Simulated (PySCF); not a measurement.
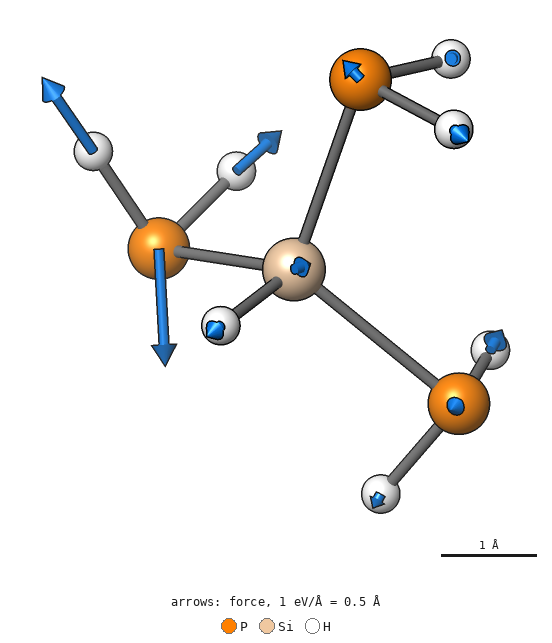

Starting geometry of SiP$_{3}$H$_{7}$ with the computed forces as blue arrows. Style: ball-and-stick. Shown at a tilt.

The start comes from GFN2-xTB. Its atoms were then displaced at random by about 0.01 Å.

Theory: PBE0-D3(BJ)/def2-SVP geometry optimisation, gas phase in PySCF 2.14.0, density-fitted response routines. 

**What follows when this structure is relaxed?**

It isn't relaxed: the largest force vector, on a P atom, is 2.51 eV/Å. The final displacements follow the starting forces only in part (cosine between the two patterns 0.32). After 6 geometry steps the energy has fallen by 17.7 kJ/mol. The largest move after the best rigid fit is that of an H atom, 0.16 Å. Largest moves by element: H 0.16 Å, Si 0.06 Å, P 0.04 Å. Some distances before and after: H–P 1.347 → 1.430 Å, H–Si 1.467 → 1.495 Å, H–P 1.404 → 1.430 Å, P–Si 2.253 → 2.267 Å. Among the angles between lasting bonds that change: H–P–H 89.8° → 93.7°, P–Si–P 114.1° → 111.4°, Si–P–H 95.5° → 93.1°.
